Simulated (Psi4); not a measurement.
# GeH2F2 (difluorogermane) at B3LYP/6-31G(d) (spherical functions)

Aim: the vertical singlet–triplet gap of GeH2F2 (difluorogermane) at B3LYP/6-31G* (spherical functions), from 2 runs. Input form: a Python script.

The calculation is run with Psi4 1.11.

### 1 The system as given

The species is GeH2F2 (5 atoms), meant as a singlet with charge 0. SMILES: `[F][GeH2][F]`. Geometry: relaxed at PBE0-D4/def2-TZVP.

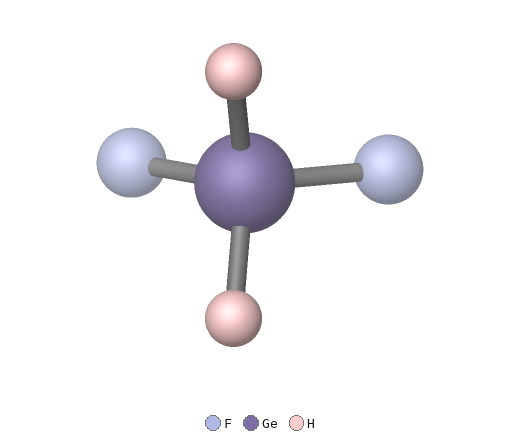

Viewed from a chosen angle; fluorine light blue, germanium purple, hydrogen pink.

### 2 The energy at B3LYP/6-31G(d) (spherical functions)

The input, f2geh2.xyz:

```xyz
5
F2GeH2
F     -0.572600     0.228500     1.525800
Ge     0.103000    -0.071300    -0.032200
F     -0.974500     0.694200    -1.139700
H      0.047300    -1.576200    -0.286700
H      1.446600     0.651000    -0.108600
```

The input, run.py:

```python
import psi4

psi4.set_memory('1600 MB')
psi4.set_num_threads(1)
psi4.set_output_file('psi4.out', False)

with open('f2geh2.xyz') as f:
    atoms = ''.join(f.readlines()[2:])
m = psi4.geometry('0 1\n' + atoms + 'symmetry c1\nno_reorient\nno_com')

psi4.set_options({
    'basis': '6-31G*',
    'reference': 'rks',
    'puream': True,
    'e_convergence': 1e-09,
    'd_convergence': 1e-08,
    'scf_type': 'pk',
    'dft_radial_points': 99,
    'dft_spherical_points': 590,
})

result, w = psi4.energy('b3lyp', return_wfn=True)
psi4.oeprop(w, 'MULLIKEN_CHARGES', 'LOWDIN_CHARGES', 'MAYER_INDICES')
print('E =', round(result, 9))
```

On the command line:

```bash
$ python run.py
```

psi4.out:

```text
[...]
  Running in c1 symmetry.
[...]
  Nuclear repulsion =  222.041292592456301
[...]
  Multiplicity = 1
[...]
  Nalpha       = 26
  Nbeta        = 26
[...]
    Number of basis functions: 64
[...]
   @RKS iter   1: -2276.40659352363082   -2.18114e+00   4.19296e-02 DIIS/ADIIS
[...]
   @RKS iter  11: -2277.69810369848392    4.54747e-13   3.21999e-09 DIIS
[...]
    Orbital Energies [Eh]
    ---------------------
    Doubly Occupied:
       1A   -398.790874     2A    -49.864806     3A    -44.388921
       4A    -44.388705     5A    -44.388057     6A    -24.672518
       7A    -24.672507     8A     -6.300784     9A     -4.473148
      10A     -4.471771    11A     -4.469221    12A     -1.292765
      13A     -1.283174    14A     -1.273843    15A     -1.273212
      16A     -1.272504    17A     -1.153400    18A     -1.129577
      19A     -0.586961    20A     -0.453525    21A     -0.445391
      22A     -0.445378    23A     -0.395838    24A     -0.390385
      25A     -0.388883    26A     -0.349480
[...]
  @RKS Final Energy: -2277.69810369848392
   => Energetics <=
    Nuclear Repulsion Energy =            222.0412925924563012
    One-Electron Energy =               -3616.1657666874166352
    Two-Electron Energy =                1197.6091789545866959
    DFT Exchange-Correlation Energy =     -81.1828085581099543
    Empirical Dispersion Energy =           0.0000000000000000
    VV10 Nonlocal Energy =                  0.0000000000000000
    Total Energy =                      -2277.6981036984839193
[...]
 Multipole Moments:
 ------------------------------------------------------------------------------------
     Multipole            Electronic (a.u.)      Nuclear  (a.u.)        Total (a.u.)
 ------------------------------------------------------------------------------------
 L = 1.  Multiply by 2.5417464519 to convert [e a0] to [Debye]
 Dipole X            :         18.0785764          -17.2607584            0.8178180
 Dipole Y            :        -10.1298456            9.6328789           -0.4969666
 Dipole Z            :         -4.0826316            3.8724268           -0.2102048
 Magnitude           :                                                    0.9797899
[...]
  Mulliken Charges: (a.u.)
   Center  Symbol    Alpha    Beta     Spin     Total
       1     F     4.69890  4.69890  0.00000 -0.39780
       2    GE    15.63780 15.63780  0.00000  0.72441
       3     F     4.69890  4.69890  0.00000 -0.39780
       4     H     0.48220  0.48220  0.00000  0.03561
       5     H     0.48221  0.48221  0.00000  0.03558
   Total alpha = 26.00000, Total beta = 26.00000, Total charge = -0.00000
  Lowdin Charges: (a.u.)
   Center  Symbol    Alpha    Beta     Spin     Total
       1     F     4.62503  4.62503  0.00000 -0.25006
[...]
```

On the terminal:

```text
E = -2277.698103698
```

It took 5.4 s on 1 thread of AMD EPYC 9R45 (Zen 5), shared host; peak memory 0.67 GiB.

### 3 The triplet: energy and gradient at UB3LYP/6-31G(d) (spherical functions)

The input, job.py:

```python
import psi4

psi4.set_memory('1600 MB')
psi4.set_num_threads(1)
psi4.set_output_file('psi4.out', False)

geom = psi4.geometry("""
0 3
F     -1.08205718     0.43180242     2.88334412
Ge     0.19464179    -0.13473747    -0.06084918
F     -1.84153811     1.31184788    -2.15372086
H      0.08938405    -2.97858632    -0.54178448
H      2.73367781     1.23021171    -0.20522426
units bohr
symmetry c1
""")

options = {'basis': '6-31G*', 'reference': 'uks', 'puream': True, 'e_convergence': 1e-09, 'd_convergence': 1e-08, 'scf_type': 'pk', 'dft_radial_points': 99, 'dft_spherical_points': 590, 'maxiter': 200}
psi4.set_options(options)

E, wfn = psi4.gradient('b3lyp', return_wfn=True)
psi4.oeprop(wfn, 'MULLIKEN_CHARGES', 'QUADRUPOLE', 'WIBERG_LOWDIN_INDICES')
print('gradient / Eh bohr^-1')
print(E.np.round(6))
print(f'energy = {wfn.energy():.10f} Eh')
for k, v in sorted(psi4.core.scalar_variables().items()):
    print(f'{k:45s} {v:18.10f}')
```

On the command line:

```bash
$ python job.py
```

psi4.out, cut to the lines that bear on the results:

```text
[...]
  Running in c1 symmetry.
[...]
  Nuclear repulsion =  222.041292766381133
[...]
  Multiplicity = 3
[...]
  Nalpha       = 27
  Nbeta        = 25
[...]
    Number of basis functions: 64
[...]
   @UKS iter   1: -2276.02389780369231   -1.79845e+00   4.24290e-02 DIIS/ADIIS
[...]
   @UKS iter  25: -2277.40683930636987    5.22959e-11   8.62097e-09 DIIS
[...]
   @S^2 Observed:                2.010255637E+00
[...]
  @UKS Final Energy: -2277.40683930636987
   => Energetics <=
    Nuclear Repulsion Energy =            222.0412927663811331
    One-Electron Energy =               -3616.0705033044114316
    Two-Electron Energy =                1197.7829191270725460
    DFT Exchange-Correlation Energy =     -81.1605478954120656
    Empirical Dispersion Energy =           0.0000000000000000
    VV10 Nonlocal Energy =                  0.0000000000000000
    Total Energy =                      -2277.4068393063698750
[...]
  -Total Gradient:
     Atom            X                  Y                   Z
    ------   -----------------  -----------------  -----------------
       1        0.017982811517    -0.006081317611    -0.065122219775
       2        0.050899992542    -0.030940101007    -0.013013470095
       3        0.035909496270    -0.026675767433     0.051543622943
       4       -0.015847329682     0.090126694805     0.017966166246
       5       -0.089050629818    -0.026365236887     0.008653096697
[...]
 Multipole Moments:
 ------------------------------------------------------------------------------------
     Multipole            Electronic (a.u.)      Nuclear  (a.u.)        Total (a.u.)
 ------------------------------------------------------------------------------------
 L = 1.  Multiply by 2.5417464519 to convert [e a0] to [Debye]
 Dipole X            :          0.5927388            0.2243122            0.8170510
 Dipole Y            :         -0.3603823           -0.1362931           -0.4966755
 Dipole Z            :         -0.1516642           -0.0575851           -0.2092493
 Magnitude           :                                                    0.9787972
 L = 2.  Multiply by 1.3450342976 to convert [e a0^2] to [Debye ang]
 Quadrupole XX       :        -65.2727618           44.0237825          -21.2489793
 Quadrupole XY       :         21.2698139          -20.4930005            0.7768134
[...]
  Mulliken Charges: (a.u.)
   Center  Symbol    Alpha    Beta     Spin     Total
[...]
```

Standard output:

```text
gradient / Eh bohr^-1
[[ 0.017983 -0.006081 -0.065122]
 [ 0.0509   -0.03094  -0.013013]
 [ 0.035909 -0.026676  0.051544]
 [-0.015847  0.090127  0.017966]
 [-0.089051 -0.026365  0.008653]]
energy = -2277.4068393064 Eh
CURRENT ENERGY                                  -2277.4068393064
CURRENT REFERENCE ENERGY                        -2277.4068393064
DD SOLVATION ENERGY                                 0.0000000000
DFT FUNCTIONAL TOTAL ENERGY                     -2277.4068393064
DFT TOTAL ENERGY                                -2277.4068393064
DFT VV10 ENERGY                                     0.0000000000
DFT XC ENERGY                                     -81.1605478954
GRID ELECTRONS ALPHA                               26.9999965492
GRID ELECTRONS BETA                                24.9999969766
GRID ELECTRONS TOTAL                               51.9999935257
NUCLEAR REPULSION ENERGY                          222.0412927664
ONE-ELECTRON ENERGY                             -3616.0705033044
PCM POLARIZATION ENERGY                             0.0000000000
PE ENERGY                                           0.0000000000
SCF ITERATION ENERGY                            -2277.4068393064
SCF ITERATIONS                                     25.0000000000
SCF TOTAL ENERGY                                -2277.4068393064
TWO-ELECTRON ENERGY                              1197.7829191271
XC GRID RADIAL POINTS                              99.0000000000
XC GRID SPHERICAL POINTS                          590.0000000000
XC GRID TOTAL POINTS                           280736.0000000000
```

It took 18 s on 1 thread of AMD EPYC 9R45 (Zen 5), shared host; peak memory 0.68 GiB.

### 4 Summary of results

Level: B3LYP/6-31G* (spherical functions).

```
                                        quantity           value
                           singlet: total energy  -2277.69810 Eh
                          singlet: dipole moment          2.49 D
                            singlet: HOMO energy        -9.51 eV
                            singlet: LUMO energy         0.01 eV
                          singlet: HOMO–LUMO gap         9.52 eV
                           triplet: total energy  -2277.40684 Eh
                          triplet: dipole moment          2.49 D
     triplet: HOMO energy (highest over α and β)        -1.80 eV
                                   triplet: ⟨S²⟩           2.010
               triplet: largest force on an atom      4.796 eV/Å
vertical energy of the triplet above the singlet        7.926 eV
```

**Reading.** At this shape the triplet lies 7.93 eV (765 kJ/mol) above the singlet.
